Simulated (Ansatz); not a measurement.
# Saddle-point search, with input and output: GeNH$_{5}$

System: GeNH$_{5}$.
Method: RKS PBE0-D4/def2-SVPD (Ansatz 0.2.0).

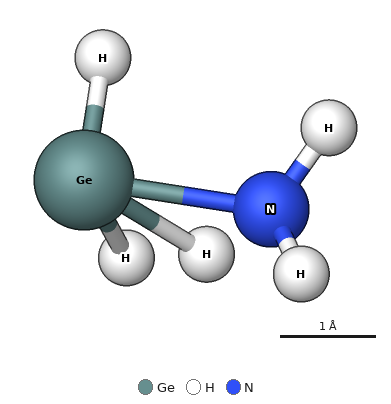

Figure 1. The starting structure (ball-and-stick view, seen at a tilt). Sticks mark near contacts.

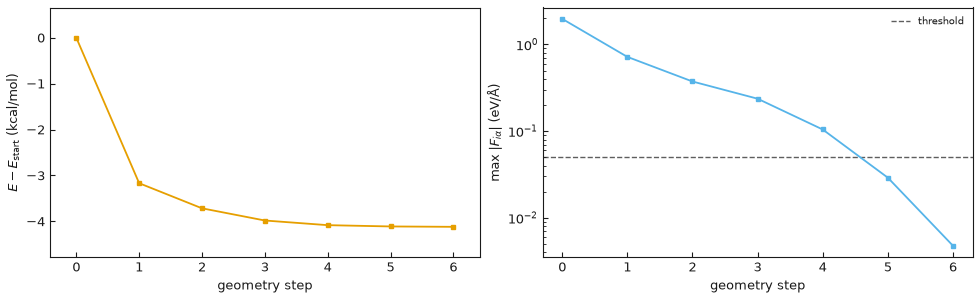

Figure 2. Progress of the saddle-point search, step by step (the first geometry is step 0 here and step 1 in the log).

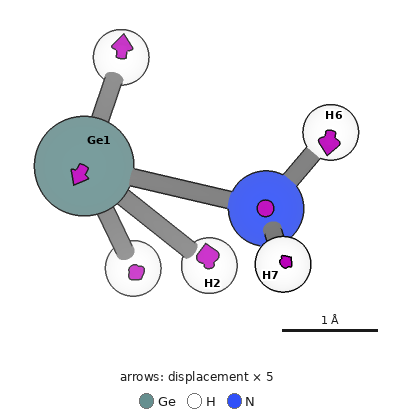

Figure 3. The starting structure with the displacements as pink arrows, magnified 5 times (ball-and-stick view, seen at a tilt). The two geometries are laid on each other by the best rigid fit. The atom that moves furthest after the best rigid fit is H2 (0.065 Å). By element the largest moves are H 0.065 Å, Ge 0.050 Å, N 0.037 Å. Distances before and after: Ge1–H5 1.493 → 1.593 Å, Ge1–H2 1.910 → 1.859 Å, N3–H7 1.058 → 1.013 Å, N3–H6 1.052 → 1.013 Å. Among the angles that change: Ge1–N3–H6 116.5° → 118.6°. The energy falls by 4.12 kcal/mol in 6 geometry steps. Largest force component: 2 eV/Å at the start, 0.0048 eV/Å at the end. (Atoms are counted from 1 in the order of the input.)

These pictures come from the run below.

**Input**
```yaml
crystal:
  periodic: [false, false, false]
  atoms:
    - {symbol: Ge, position_ang: [0.113614, -0.902687, 0.930604]}
    - {symbol: H, position_ang: [-0.934135, 0.487793, 0.144333]}
    - {symbol: N, position_ang: [0.118509, 0.031936, -0.832801]}
    - {symbol: H, position_ang: [-1.242282, 0.313005, 1.004972]}
    - {symbol: H, position_ang: [0.971189, 0.160632, 1.533720]}
    - {symbol: H, position_ang: [0.973814, 0.600527, -1.061285]}
    - {symbol: H, position_ang: [-0.127904, -0.573738, -1.664144]}
basis:
  gaussian: {orbitals: def2-SVPD}
hamiltonian: {xc: pbe0, dispersion: d4}
saddle:
  f_tol: 0.05
  max_steps: 40
  mode_guess:
    - [0.1690, 0.0155, -0.3507]
    - [-0.4633, 0.1151, 0.6564]
    - [0.2102, -0.1169, -0.1034]
    - [-0.1659, 0.1704, -0.1309]
    - [0.0182, -0.0020, -0.0396]
    - [0.1178, -0.0856, -0.0422]
    - [0.1139, -0.0965, 0.0105]
```

Launch command:
```bash
ansatz run in.yaml --threads 2 --pin off --events-out ev --progress --plain --max-ram 4352MiB
```

**Log**
```
Functional definition: PBE0
  name "PBE0"
  cite "Adamo & Barone, J. Chem. Phys. 110, 6158 (1999) doi:10.1063/1.478522"
  cite "Perdew, Burke & Ernzerhof, Phys. Rev. Lett. 77, 3865 (1996) doi:10.1103/PhysRevLett.77.3865"
  parent pbe
  parameter a = 0.25
  parameter kappa = 0.804
  parameter beta = 0.06672455060314922
  exchange = (1 - a)*pbe_x(kappa = kappa, mu = beta*pi^2/3) + a*exact_x
  correlation = pbe_c(beta = beta)
1022 factors; integrals over basis functions are off by at most 2.9e-4 eV
mean field evaluation 1: about -58065.6732 eV, gradient 4.8e1 eV
mean field evaluation 2: about -58053.6243 eV, gradient 8.3e1 eV
mean field evaluation 4: about -58070.3806 eV, gradient 1.8e0 eV
mean field evaluation 8: about -58070.3925 eV, gradient 1.1e-1 eV
mean field evaluation 16: about -58070.3925 eV, gradient 1.2e-5 eV
mean field -58070.39249616 eV, -2134.0475627080 hartree, gradient 1.2e-5 eV, S^2 0.000000; 0 other end points of the search recorded, 0 dependent functions left out
the calculation of the forces begins
reference -58070.39252268 eV, -2134.0475636827 hartree; 22, 22 occupied and 76, 76 virtual orbitals, 1022 factors
these checks for a lower state are left out or cut short: stability, starts, cluster_reference, orbital_swaps, neighbouring_geometries, increment
1022 factors; integrals over basis functions are off by at most 2.7e-4 eV
mean field -58070.39666177 eV, -2134.0477157915 hartree, gradient 9.9e-7 eV, S^2 0.000000; 0 other end points of the search recorded, 0 dependent functions left out
[... from here on the field's lines of each further geometry are left out, up to the last ...]
saddle step   1: F+E_penalty+E_count = -58070.47034461 eV  max|allowed force component| = 1.977e0 eV/Å  curvature = -7.5538 eV/Å²  mode residual = 2.95e0 eV/Å²  Δτ_max = 0.0000 Å  (1 rotations, 3 force calls, 67 SCF iters)  cluster: 3 rotations left out, max|force component along them| = 9.507e-8 eV/Å
saddle step   2: F+E_penalty+E_count = -58070.60772152 eV  max|allowed force component| = 7.199e-1 eV/Å  curvature = -8.6815 eV/Å²  mode residual = 1.90e0 eV/Å²  Δτ_max = 0.0642 Å  (1 rotations, 3 force calls, 70 SCF iters)  cluster: 3 rotations left out, max|force component along them| = 7.866e-8 eV/Å
saddle step   3: F+E_penalty+E_count = -58070.63143479 eV  max|allowed force component| = 3.743e-1 eV/Å  curvature = -7.7475 eV/Å²  mode residual = 2.11e0 eV/Å²  Δτ_max = 0.0555 Å  (1 rotations, 3 force calls, 67 SCF iters)  cluster: 3 rotations left out, max|force component along them| = 1.854e-7 eV/Å
saddle step   4: F+E_penalty+E_count = -58070.64295434 eV  max|allowed force component| = 2.368e-1 eV/Å  curvature = -8.3888 eV/Å²  mode residual = 1.07e0 eV/Å²  Δτ_max = 0.0208 Å  (1 rotations, 3 force calls, 68 SCF iters)  cluster: 3 rotations left out, max|force component along them| = 7.083e-8 eV/Å
saddle step   5: F+E_penalty+E_count = -58070.64735530 eV  max|allowed force component| = 1.046e-1 eV/Å  curvature = -8.6039 eV/Å²  mode residual = 1.30e0 eV/Å²  Δτ_max = 0.0093 Å  (1 rotations, 3 force calls, 66 SCF iters)  cluster: 3 rotations left out, max|force component along them| = 1.390e-7 eV/Å
saddle step   6: F+E_penalty+E_count = -58070.64857689 eV  max|allowed force component| = 2.906e-2 eV/Å  curvature = -8.6137 eV/Å²  mode residual = 6.10e-1 eV/Å²  Δτ_max = 0.0078 Å  (1 rotations, 8 force calls, 170 SCF iters)  cluster: 3 rotations left out, max|force component along them| = 9.505e-8 eV/Å
saddle search: the force at step 7 is within saddle.f_tol, and the search now checks the order of the point unasked, as it does wherever a lone molecule whose rigid rotations it leaves out would converge (saddle.isolated_cluster): at most 100 rotations across the mode and 202 force calls, two more next to a line or behind a second negative curvature, two more where it reads a positive, two for each turn that reads one and six more at each negative that it reads, and up to 22 at one that stands (24 where saddle.amplitude is under 0.005 Å), over each length that the point is read over (saddle.order_check: false declines the check)
saddle search: the rotation starts from a random direction (saddle.seed = 0)
the calculation of the forces begins
reference -58070.57053679 eV, -2134.0541055807 hartree; 22, 22 occupied and 76, 76 virtual orbitals, 1022 factors
1022 factors; integrals over basis functions are off by at most 3.5e-4 eV
mean field -58070.57052350 eV, -2134.0541050924 hartree, gradient 3.2e-5 eV, S^2 0.000000; 1 other end points of the search recorded, 0 dependent functions left out
the calculation of the forces begins
reference -58070.57055017 eV, -2134.0541060721 hartree; 22, 22 occupied and 76, 76 virtual orbitals, 1022 factors
saddle step   7: F+E_penalty+E_count = -58070.64893223 eV  max|allowed force component| = 4.764e-3 eV/Å  curvature = -8.8340 eV/Å² (error put at 0.0029; -8.8367 at half of saddle.amplitude)  mode residual = 8.62e-1 eV/Å²  Δτ_max = 0.0156 Å  (1 rotations, 36 force calls, 636 SCF iters)  order check (unasked): positive, curvature across the mode = +0.6697 eV/Å²; +0.5020 less its residual, +0.5015 less it at half of saddle.amplitude; error put at 0.0006 (27 force calls)  cluster: 3 rotations left out, max|force component along them| = 2.700e-7 eV/Å
Total energy: -58070.64895889 eV, -2134.0569875395 hartree
Atom 0 at     0.075213    -0.933103     0.926285 Å, force     0.000352     0.003113    -0.000252 eV/Å
Atom 1 at    -0.877166     0.456910     0.141011 Å, force    -0.000159     0.000830     0.001891 eV/Å
Atom 2 at     0.130925     0.003178    -0.851787 Å, force     0.002096     0.003369    -0.003087 eV/Å
Atom 3 at    -1.271510     0.340463     0.999941 Å, force     0.002272    -0.001035    -0.002157 eV/Å
Atom 4 at     1.013707     0.188077     1.559065 Å, force    -0.000886    -0.002116     0.000057 eV/Å
Atom 5 at     0.914974     0.611572    -1.054236 Å, force    -0.004764    -0.002809     0.002237 eV/Å
Atom 6 at    -0.113338    -0.549630    -1.664880 Å, force     0.001089    -0.001352     0.001311 eV/Å
Dipole moment:     0.099552     0.048137    -0.290361 e Å
```

**Trajectory as extended XYZ (Å, eV, eV/Å), 7 frames, from step=1 to step=7**
```
7
Properties=species:S:1:pos:R:3:forces:R:3 step=1 energy=-58070.47035
Ge    0.1136   -0.9027    0.9306   -1.0230  -1.2703  -0.6468
H    -0.9341    0.4878    0.1443    0.3389  -0.2316   0.2474
N     0.1185    0.0319   -0.8328    0.9287  -0.1523  -1.9770
H    -1.2423    0.3130    1.0050   -0.3819   0.2053   0.1434
H     0.9712    0.1606    1.5337    0.9641   1.2403   0.6665
H     0.9738    0.6005   -1.0613   -1.2882  -0.7818   0.2614
H    -0.1279   -0.5737   -1.6641    0.4613   0.9903   1.3051
7
Properties=species:S:1:pos:R:3:forces:R:3 step=2 energy=-58070.60772
Ge    0.0962   -0.9129    0.9225   -0.5697  -0.7199  -0.3416
H    -0.8723    0.4887    0.1613   -0.1213  -0.1971   0.1796
N     0.1267    0.0178   -0.8568   -0.0042   0.1161   0.2958
H    -1.2835    0.3113    1.0222    0.1406   0.1398  -0.2696
H     0.9746    0.1794    1.5433    0.5550   0.6685   0.3397
H     0.9318    0.5797   -1.0802    0.2362   0.2713   0.0485
H    -0.1006   -0.5465   -1.6569   -0.2366  -0.2787  -0.2523
7
Properties=species:S:1:pos:R:3:forces:R:3 step=3 energy=-58070.63144
Ge    0.0909   -0.9288    0.9246   -0.2864  -0.2964  -0.1561
H    -0.8713    0.4496    0.1445    0.0506   0.1032  -0.1838
N     0.1259    0.0208   -0.8495   -0.0705  -0.0895   0.3126
H    -1.2576    0.3360    0.9799   -0.1723  -0.0535   0.3350
H     0.9898    0.1845    1.5506    0.2759   0.3170   0.1813
H     0.9218    0.5996   -1.0541    0.2665   0.2139  -0.1146
H    -0.1266   -0.5442   -1.6405   -0.0638  -0.1946  -0.3743
7
Properties=species:S:1:pos:R:3:forces:R:3 step=4 energy=-58070.64295
Ge    0.0861   -0.9280    0.9225   -0.1978  -0.2368  -0.1067
H    -0.8764    0.4525    0.1436    0.0241   0.0602  -0.0304
N     0.1305    0.0182   -0.8532   -0.0667  -0.0777   0.1555
H    -1.2661    0.3344    0.9988   -0.0429  -0.0233   0.0490
H     0.9931    0.1874    1.5518    0.2076   0.2351   0.1356
H     0.9299    0.6008   -1.0579    0.0691   0.0772  -0.0588
H    -0.1243   -0.5478   -1.6502    0.0065  -0.0346  -0.1442
7
Properties=species:S:1:pos:R:3:forces:R:3 step=5 energy=-58070.64736
Ge    0.0809   -0.9305    0.9225   -0.0748  -0.1046  -0.0371
H    -0.8739    0.4553    0.1451   -0.0152   0.0364  -0.0010
N     0.1316    0.0139   -0.8545   -0.0307  -0.0508   0.0660
H    -1.2728    0.3331    1.0037    0.0217  -0.0104  -0.0399
H     0.9999    0.1915    1.5565    0.0920   0.0942   0.0559
H     0.9298    0.6023   -1.0601   -0.0146   0.0097  -0.0179
H    -0.1227   -0.5483   -1.6579    0.0216   0.0255  -0.0260
7
Properties=species:S:1:pos:R:3:forces:R:3 step=6 energy=-58070.64858
Ge    0.0784   -0.9325    0.9244   -0.0109  -0.0169  -0.0021
H    -0.8737    0.4579    0.1450   -0.0133   0.0102  -0.0103
N     0.1305    0.0102   -0.8528    0.0149  -0.0216  -0.0177
H    -1.2739    0.3325    1.0011    0.0151   0.0002  -0.0143
H     1.0062    0.1931    1.5609    0.0186   0.0107   0.0057
H     0.9259    0.6027   -1.0610   -0.0291  -0.0025   0.0162
H    -0.1205   -0.5465   -1.6622    0.0046   0.0198   0.0225
7
Properties=species:S:1:pos:R:3:forces:R:3 step=7 energy=-58070.64893
Ge    0.0752   -0.9331    0.9263    0.0004   0.0031  -0.0003
H    -0.8772    0.4569    0.1410   -0.0002   0.0008   0.0019
N     0.1309    0.0032   -0.8518    0.0021   0.0034  -0.0031
H    -1.2715    0.3405    0.9999    0.0023  -0.0010  -0.0022
H     1.0137    0.1881    1.5591   -0.0009  -0.0021   0.0001
H     0.9150    0.6116   -1.0542   -0.0048  -0.0028   0.0022
H    -0.1133   -0.5496   -1.6649    0.0011  -0.0014   0.0013
```

**Results in brief**

```tsv
quantity	value
outcome	converged
total energy	−58070.6490 eV
mean-field energy	−58070.5706 eV
dispersion energy	−0.0784 eV
largest force (length of the vector) at the end	0.006 eV/Å
dipole moment	1.49 D
hardware	2 threads of Arm Neoverse V1, 23 GiB of memory available, shared host
wall time	85 s (CPU time 2.7 min)
peak memory	0.37 GiB
```
